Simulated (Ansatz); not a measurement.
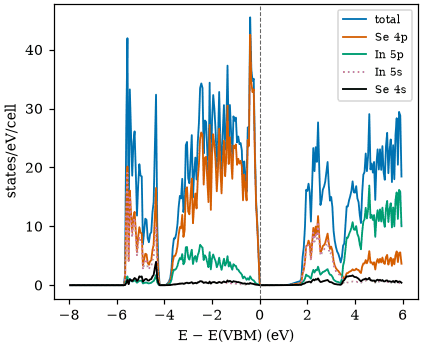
Fig. 1. Total and projected density of states of In2Se3 in space group P6_1 (No. 169; Pearson symbol hP30), PBEsol in the plane-wave PAW code Ansatz

Problem. Which orbitals carry the states next to the gap?

Solution. Top 1 eV of the valence band: Se 4p 91 %, In 5p 6 %. Bottom 1 eV of the conduction band: Se 4p 41 %, In 5s 40 %, In 5p 10 %. Projections are on Löwdin-orthogonalised atomic valence shells; empty p or d shells of many metals are not among them.

Problem. Where is the tallest occupied peak in this window, and what makes it?

Solution. Near -0.4 eV, about 45 states/eV per cell; the largest projected share is Se 4p.

The first step of the workflow began from a Materials Project structure, measured or hypothetical; the Crystallography Open Database files this formula in space group No. 169, but the cells were not matched. Its standing as an ambient phase is unchecked. The PBEsol relaxation kept the symmetry of its start; its stability against distortions is not shown here. Scalar-relativistic: spin–orbit coupling is off unless named, which matters more the heavier the elements.

Potentials: the later of the program's two PAW sets.
